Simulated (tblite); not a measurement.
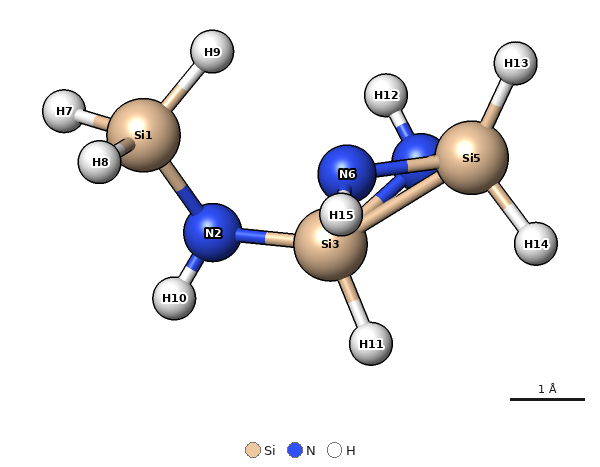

**Figure 1.** The input geometry (ball-and-stick view, seen at a tilt; atoms are numbered from 1 in the order of the input).

**Geometry relaxation, with input and output: Si₃N₃H₉**

System: Si₃N₃H₉.
Method: GFN2-xTB geometry optimisation, gas phase (tblite 0.8.0).

It belongs to a series of runs on one base structure; here: H on Si replaced by NHSiH3.

### Input file
```
{"job": {"kind": "relax", "xc": "GFN2-xTB", "basis": "xTB"}, "charge": 0, "multiplicity": 1}
Si    -2.320500     0.109700     0.151500
N     -1.419000    -1.297000    -0.433600
Si     0.335200    -1.140800    -0.125000
N      1.179800    -0.199000    -1.421700
Si     2.257400     0.367800    -0.082400
N      0.804800     0.203700     0.965000
H     -3.641700     0.095600    -0.506100
H     -2.516100     0.077500     1.608200
H     -1.544800     1.294400    -0.274700
H     -1.821600    -2.211200    -0.137800
H      1.049900    -2.398800     0.078400
H      0.559300     0.605700    -1.672000
H      2.749600     1.734900    -0.241700
H      3.297800    -0.653700     0.128000
H      1.025500    -0.086500     1.942000
```

The first line tells a small driver script what to run in tblite; the rest is the geometry in Å.

Machine: 1 CPU thread, shared host.

Command:
```bash
OMP_NUM_THREADS=1 python <driver script> task.json out
```

### Log
```
step      E/eV     max force
  0    -506.51185    2.451
  1    -506.71947    1.563
  2    -506.86284    0.880
  3    -506.92641    0.722
  4    -506.99982    0.651
  5    -507.03569    0.666
  6    -507.09571    0.757
  7    -507.14371    0.539
  8    -507.17804    0.636
  9    -507.21215    0.552
 10    -507.25414    0.449
 11    -507.29451    0.485
 12    -507.33079    0.445
 13    -507.36165    0.400
 14    -507.38290    0.741
 15    -507.39738    0.885
 16    -507.42274    0.726
 17    -507.45339    0.485
 18    -507.48315    0.461
 19    -507.51986    0.643
 20    -507.54199    0.620
 21    -507.54158    1.009
 22    -507.56204    0.242
 23    -507.56789    0.218
 24    -507.58709    0.230
 25    -507.59298    0.198
 26    -507.60122    0.130
 27    -507.60405    0.110
 28    -507.60635    0.135
 29    -507.60848    0.141
 30    -507.61163    0.180
 31    -507.61464    0.126
 32    -507.61705    0.103
 33    -507.61878    0.099
 34    -507.62043    0.110
 35    -507.62179    0.087
 36    -507.62274    0.077
 37    -507.62342    0.072
 38    -507.62432    0.080
 39    -507.62548    0.103
 40    -507.62660    0.087
 41    -507.62740    0.057
 42    -507.62805    0.076
 43    -507.62877    0.071
 44    -507.62954    0.072
 45    -507.63019    0.066
 46    -507.63078    0.063
 47    -507.63147    0.097
 48    -507.63251    0.106
 49    -507.63401    0.094
 50    -507.63573    0.103
 51    -507.63717    0.079
 52    -507.63808    0.064
 53    -507.63874    0.060
 54    -507.63961    0.081
 55    -507.64105    0.109
 56    -507.64317    0.129
 57    -507.64524    0.137
 58    -507.64665    0.090
 59    -507.64753    0.061
 60    -507.64804    0.057
 61    -507.64856    0.074
 62    -507.64919    0.070
 63    -507.65010    0.097
 64    -507.65086    0.081
 65    -507.65155    0.056
 66    -507.65192    0.036
 67    -507.65209    0.035
 68    -507.65221    0.032
 69    -507.65237    0.034
 70    -507.65257    0.046
 71    -507.65279    0.045
 72    -507.65301    0.057
 73    -507.65321    0.036
 74    -507.65334    0.036
 75    -507.65342    0.021
 76    -507.65351    0.024
 77    -507.65361    0.033
 78    -507.65377    0.041
 79    -507.65391    0.041
 80    -507.65399    0.024
 81    -507.65403    0.014
 82    -507.65407    0.021
 83    -507.65412    0.024
 84    -507.65417    0.018
 85    -507.65422    0.018
 86    -507.65425    0.020
 87    -507.65429    0.022
 88    -507.65434    0.022
 89    -507.65438    0.013
 90    -507.65441    0.011
 91    -507.65442    0.012
 92    -507.65445    0.016
 93    -507.65449    0.019
 94    -507.65457    0.024
 95    -507.65467    0.031
 96    -507.65477    0.028
 97    -507.65483    0.019
 98    -507.65489    0.020
 99    -507.65497    0.021
100    -507.65513    0.039
101    -507.65545    0.064
102    -507.65592    0.076
103    -507.65639    0.056
104    -507.65682    0.043
105    -507.65710    0.038
106    -507.65736    0.047
107    -507.65777    0.075
108    -507.65829    0.073
109    -507.65915    0.044
110    -507.65996    0.035
111    -507.66017    0.039
112    -507.66000    0.060
113    -507.66034    0.021
114    -507.66037    0.016
115    -507.66041    0.015
116    -507.66060    0.021
117    -507.66071    0.021
118    -507.66080    0.021
119    -507.66084    0.015
120    -507.66086    0.017
121    -507.66089    0.015
122    -507.66094    0.022
123    -507.66099    0.029
124    -507.66104    0.022
125    -507.66107    0.016
126    -507.66110    0.013
127    -507.66111    0.011
128    -507.66113    0.008
```

### Trajectory as extended XYZ (Å, eV, eV/Å), 7 of the 129 frames kept, from step=0 to step=128
```
15
Properties=species:S:1:pos:R:3:forces:R:3 step=0 energy=-506.51185
Si   -2.3205    0.1097    0.1515    0.1440  -0.1250  -0.4840
N    -1.4190   -1.2970   -0.4336    0.6380  -0.2330   1.2770
Si    0.3352   -1.1408   -0.1250   -1.3490   0.6250  -1.0400
N     1.1798   -0.1990   -1.4217   -0.3720   0.5260   1.0550
Si    2.2574    0.3678   -0.0824   -0.7130   0.4360  -0.6570
N     0.8048    0.2037    0.9650    1.5180  -1.6600   0.9730
H    -3.6417    0.0956   -0.5061    0.1940  -0.1190   0.0500
H    -2.5161    0.0775    1.6082    0.0240   0.0130  -0.0340
H    -1.5448    1.2944   -0.2747   -0.3020  -0.2560   0.1240
H    -1.8216   -2.2112   -0.1378    0.5670   1.1140  -0.4850
H     1.0499   -2.3988    0.0784   -0.2770   0.0120  -0.0210
H     0.5593    0.6057   -1.6720    0.7890  -1.0800  -0.0500
H     2.7496    1.7349   -0.2417   -0.1280  -0.2130   0.1490
H     3.2978   -0.6537    0.1280   -0.1850   0.2810  -0.0320
H     1.0255   -0.0865    1.9420   -0.5470   0.6800  -0.8230
15
Properties=species:S:1:pos:R:3:forces:R:3 step=21 energy=-507.54158
Si   -2.4471    0.2405    0.2346   -0.2350   0.0460   0.0300
N    -1.4084   -1.1125   -0.0383    0.0250   0.1500   0.0230
Si    0.3085   -1.1780   -0.0787    0.0640  -0.0510   0.0270
N     1.1878   -0.1954   -1.2080    0.0860   0.1840  -0.9880
Si    2.2931    0.4822   -0.0546    0.1820   0.0110  -0.0630
N     1.2779   -0.3340    1.0967   -0.0700   0.0400  -0.1050
H    -3.6435   -0.1632   -0.5065   -0.1360   0.1200  -0.0800
H    -2.8350    0.3775    1.6491    0.1410  -0.0490   0.0140
H    -1.8997    1.5203   -0.2223    0.0430  -0.1480  -0.0270
H    -1.8608   -1.9576   -0.3516    0.0970   0.1440   0.1000
H     0.5949   -2.5874   -0.2651    0.1460  -0.2890   0.1050
H     1.2482   -0.2373   -2.2299   -0.0640   0.0210   0.8600
H     2.3513    1.9405    0.0578   -0.1140  -0.0810  -0.0220
H     3.6369   -0.1018   -0.1896   -0.1220   0.0430   0.0950
H     1.1914   -0.1916    2.0843   -0.0440  -0.1410   0.0300
15
Properties=species:S:1:pos:R:3:forces:R:3 step=43 energy=-507.62877
Si   -2.4483    0.2590    0.2103    0.0590  -0.0280   0.0160
N    -1.4010   -1.0747   -0.1367    0.0230  -0.0080  -0.0060
Si    0.3164   -1.1964   -0.1189   -0.0130  -0.0100   0.0140
N     1.1967   -0.1964   -1.2361   -0.0210  -0.0120  -0.0670
Si    2.2468    0.5129   -0.0514    0.0360  -0.0410   0.0060
N     1.1819   -0.2703    1.0748   -0.0230  -0.0310  -0.0230
H    -3.7027   -0.0418   -0.4953    0.0270   0.0180   0.0100
H    -2.7158    0.3291    1.6550   -0.0120   0.0260   0.0070
H    -1.8336    1.4951   -0.2582    0.0010  -0.0030  -0.0190
H    -1.8582   -1.9640   -0.2362   -0.0240   0.0020  -0.0080
H     0.6467   -2.6212   -0.1703    0.0010   0.0070  -0.0020
H     1.2801   -0.2379   -2.2345   -0.0370  -0.0020   0.0250
H     2.2264    1.9670   -0.0099   -0.0360   0.0500   0.0160
H     3.5937   -0.0565   -0.0792    0.0370   0.0260   0.0200
H     1.2666   -0.4014    2.0647   -0.0170   0.0080   0.0090
15
Properties=species:S:1:pos:R:3:forces:R:3 step=64 energy=-507.65086
Si   -2.3139    0.3040    0.2086   -0.0110   0.0200   0.0040
N    -1.3831   -1.1114   -0.1368   -0.0200  -0.0480  -0.0050
Si    0.3289   -1.3139   -0.1356    0.0250  -0.0070  -0.0120
N     1.2444   -0.3286   -1.2368    0.0180   0.0550  -0.0010
Si    2.1353    0.5463   -0.0300   -0.0070   0.0160  -0.0290
N     1.1962   -0.4119    1.0711   -0.0160   0.0000   0.0720
H    -3.6156    0.0789   -0.4325    0.0000  -0.0110  -0.0080
H    -2.5216    0.4720    1.6547    0.0190  -0.0050   0.0150
H    -1.6434    1.4766   -0.3417    0.0210   0.0110  -0.0190
H    -1.9039   -1.9645   -0.2471    0.0150   0.0250  -0.0010
H     0.6215   -2.7418   -0.2242   -0.0080   0.0100   0.0180
H     1.2284   -0.2424   -2.2353   -0.0150  -0.0240   0.0300
H     1.8599    1.9836    0.0029    0.0040  -0.0510   0.0230
H     3.5624    0.2252   -0.0123   -0.0250   0.0090  -0.0040
H     1.2001   -0.4700    2.0731    0.0010   0.0010  -0.0810
15
Properties=species:S:1:pos:R:3:forces:R:3 step=85 energy=-507.65422
Si   -2.2664    0.3168    0.1974    0.0000  -0.0020  -0.0040
N    -1.3810   -1.1290   -0.1443    0.0000   0.0010   0.0000
Si    0.3297   -1.3414   -0.1367   -0.0020   0.0030   0.0180
N     1.2253   -0.3316   -1.2317   -0.0060   0.0010  -0.0050
Si    2.0898    0.5607   -0.0200    0.0020   0.0000  -0.0130
N     1.1877   -0.4378    1.0751    0.0030   0.0020   0.0030
H    -3.5862    0.1075   -0.4116    0.0010  -0.0020   0.0100
H    -2.4207    0.5125    1.6473    0.0010   0.0020  -0.0060
H    -1.5805    1.4625   -0.3941   -0.0040  -0.0050  -0.0070
H    -1.9175   -1.9696   -0.2652    0.0030   0.0040   0.0020
H     0.6244   -2.7681   -0.2125   -0.0020   0.0020  -0.0050
H     1.2080   -0.2557   -2.2304    0.0070   0.0100   0.0040
H     1.7639    1.9839    0.0530    0.0000  -0.0090  -0.0010
H     3.5256    0.2894   -0.0233    0.0040   0.0020   0.0020
H     1.1934   -0.4976    2.0749   -0.0070  -0.0100   0.0010
15
Properties=species:S:1:pos:R:3:forces:R:3 step=107 energy=-507.65777
Si   -2.2465    0.3310    0.1579   -0.0150  -0.0560  -0.0480
N    -1.3809   -1.1380   -0.1340    0.0080  -0.0070   0.0110
Si    0.3301   -1.3529   -0.1539   -0.0170   0.0200   0.0230
N     1.1889   -0.2750   -1.2121    0.0550   0.0250   0.0190
Si    2.0740    0.5582    0.0283    0.0300  -0.0400  -0.0260
N     1.2176   -0.5151    1.0858   -0.0400  -0.0350  -0.0420
H    -3.6264    0.0314   -0.2444   -0.0020  -0.0030   0.0170
H    -2.2146    0.7111    1.5759    0.0090  -0.0040   0.0190
H    -1.6809    1.3961   -0.6639    0.0130   0.0480  -0.0160
H    -1.9221   -1.9795   -0.2208    0.0000   0.0080   0.0120
H     0.6226   -2.7754   -0.2911   -0.0010   0.0130  -0.0030
H     1.2166   -0.1948   -2.2103   -0.0160  -0.0160   0.0020
H     1.7215    1.9672    0.1637    0.0000   0.0510   0.0010
H     3.5143    0.3068    0.0126   -0.0140   0.0100  -0.0170
H     1.1813   -0.5687    2.0843   -0.0090  -0.0150   0.0480
15
Properties=species:S:1:pos:R:3:forces:R:3 step=128 energy=-507.66113
Si   -2.2538    0.3337    0.0994    0.0010   0.0040  -0.0040
N    -1.3863   -1.1422   -0.1444    0.0040   0.0070   0.0010
Si    0.3258   -1.3417   -0.1694    0.0000  -0.0020   0.0030
N     1.1846   -0.2243   -1.1855   -0.0040  -0.0030  -0.0040
Si    2.0844    0.5495    0.0808   -0.0010   0.0000   0.0020
N     1.2142   -0.5524    1.1002    0.0000  -0.0020   0.0020
H    -3.6659   -0.0400   -0.0452    0.0050  -0.0050  -0.0020
H    -2.0201    0.8836    1.4404   -0.0030   0.0040   0.0020
H    -1.8613    1.3105   -0.9173   -0.0030   0.0000   0.0010
H    -1.9186   -1.9933   -0.1450   -0.0040  -0.0010  -0.0030
H     0.6207   -2.7569   -0.3646    0.0040   0.0010   0.0040
H     1.2095   -0.1163   -2.1811   -0.0030   0.0050   0.0020
H     1.7573    1.9600    0.2787   -0.0020  -0.0020  -0.0030
H     3.5208    0.2838    0.0345    0.0010  -0.0020   0.0000
H     1.1841   -0.6516    2.0966    0.0050  -0.0040   0.0000
```

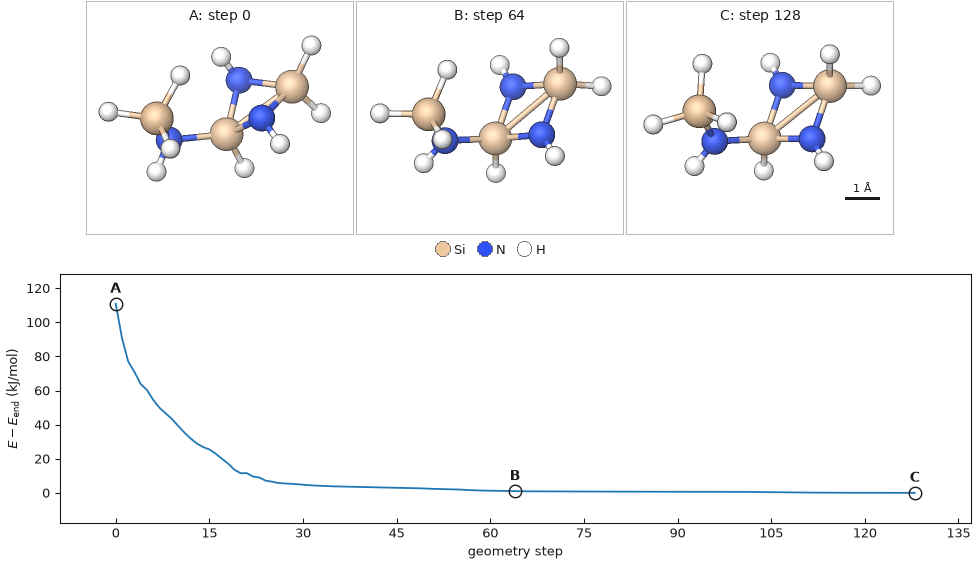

**Figure 2.** Frames of the relaxation (ball-and-stick view, seen at a tilt) above the curves, on which the letters mark them (steps are counted from 0).

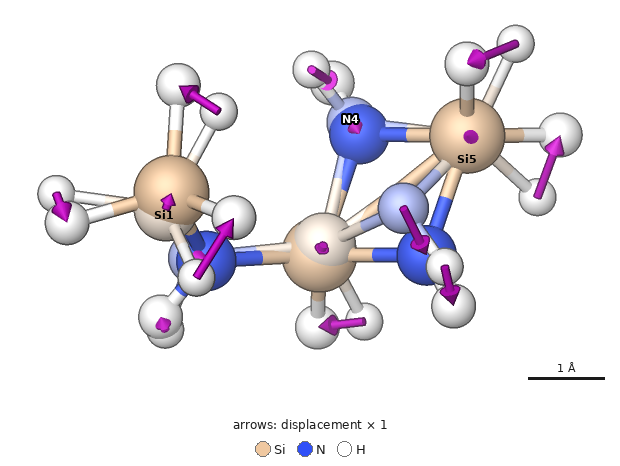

**Figure 3.** Start (faint) and end (solid) with the displacements as pink arrows, at true length (ball-and-stick view, seen at a tilt). The two geometries are laid on each other by the best rigid fit. The energy falls by 110.9 kJ/mol in 128 geometry steps. The largest force component goes from 1.7 to 0.007 eV/Å. H13 moves most after the best rigid fit: 1.15 Å. Largest moves by element: H 1.15 Å, N 0.87 Å, Si 0.30 Å. Distances before and after: Si3–Si5 2.444 → 2.595 Å, N4–Si5 1.810 → 1.735 Å, N2–Si3 1.788 → 1.724 Å, Si5–N6 1.798 → 1.735 Å. Among the angles that change: Si5–Si3–H11 98.3° → 125.7°, Si3–Si5–H14 97.5° → 122.0°, Si3–N4–H12 107.1° → 131.5°. (Atoms are counted from 1 in the order of the input.)

### Key numbers

| quantity | value |
| --- | --- |
| outcome | converged |
| total energy | −507.6611 eV |
| wall time | 0.76 s |
| peak memory | 0.18 GiB |
